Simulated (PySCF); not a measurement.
# GeB (quartet): changing the method

Aim: see what other levels and later steps give for GeB (quartet).

Method: method and basis as typed in the scripts; program: PySCF 2.14.0.

4 further runs of the same task are left out: 4 that didn't finish.

## (1) The starting structure

GeB (quartet): 2 atoms, charge 0, spin multiplicity 4.

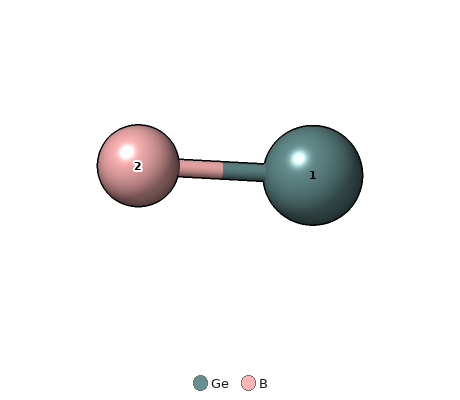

The starting geometry (germanium teal, boron pink); atoms are numbered from 1 in the order of the file.

## (2) The base run

input.py reads:

```python
from pyscf import gto, dft

mol = gto.M(
    atom='Ge 0 0 0; B 0 0 1.876',
    basis='crenbl',
    ecp={'Ge': 'crenbl', 'B': 'crenbl'},
    charge=0,
    spin=3,
    symmetry=True,
    verbose=3,
)
mf = dft.UKS(mol, xc='bp86')
mf.kernel()
g = mf.nuc_grad_method()
g.grid_response = True
g.kernel()
mf.dip_moment()
print('orbital energies (hartree):', [e[max(0, n-3):n+3].round(4) for e, n in zip(mf.mo_energy, mol.nelec)])
```

Launch:

```
OMP_NUM_THREADS=1 python input.py
```

## (3) TDA

Run 1 changes step after the SCF: gradient → tda; number of roots: none → 5.

input.py: that of step 2 with these lines changed.

```diff
@@ -1,2 +1,2 @@
-from pyscf import gto, dft
+from pyscf import gto, dft, tdscf
 
@@ -13,5 +13,6 @@
 mf.kernel()
-g = mf.nuc_grad_method()
-g.grid_response = True
-g.kernel()
+td = tdscf.TDA(mf)
+td.nstates = 5
+td.kernel()
+td.analyze(verbose=3)
 mf.dip_moment()
```

## (4) Olyp

Run 2 changes functional: bp86 → olyp.

input.py: that of step 2 with these lines changed.

```diff
@@ -11,3 +11,3 @@
 )
-mf = dft.UKS(mol, xc='bp86')
+mf = dft.UKS(mol, xc='olyp')
 mf.kernel()
```

## (5) Wb97x

Run 3 changes functional: bp86 → wb97x.

input.py: that of step 2 with these lines changed.

```diff
@@ -11,3 +11,3 @@
 )
-mf = dft.UKS(mol, xc='bp86')
+mf = dft.UKS(mol, xc='wb97x')
 mf.kernel()
```

## (6) Geometry optimisation

Run 4 changes step after the SCF: gradient → optimize.

input.py: that of step 2 with these lines changed.

```diff
@@ -1,2 +1,3 @@
 from pyscf import gto, dft
+from pyscf.geomopt.geometric_solver import optimize
 
@@ -15,4 +16,5 @@
 g.grid_response = True
-g.kernel()
-mf.dip_moment()
+mol_eq = optimize(g.as_scanner(), maxsteps=30)
+print('optimised geometry (angstrom)')
+print(mol_eq.tostring('raw'))
 print('orbital energies (hartree):', [e[max(0, n-3):n+3].round(4) for e, n in zip(mf.mo_energy, mol.nelec)])
```

Q: Predict the outcome of this session. Wanted: for each run, E(SCF); from base; SCF dipole; after the SCF.

As calculated:

```csv
run,E(SCF) (hartree),from base (eV),SCF dipole (D),after the SCF
base,-99.273310,0,0.96,n/a
TDA,-99.273310,0.0000,0.96,lowest root found 2.56 eV
olyp,-99.315460,not comparable,1.09,n/a
wb97x,-98.819652,not comparable,1.01,n/a
geometry optimisation,-99.273310,0.0000,n/a,"bond 2.051 Å, -0.235 eV"
```

SCF columns refer to the geometry typed in the script.

**Reading.** Total energies of different functionals can't be compared with each other; differences within one functional can. The dearest run is “geometry optimisation”, at 10 s against 2.8 s.
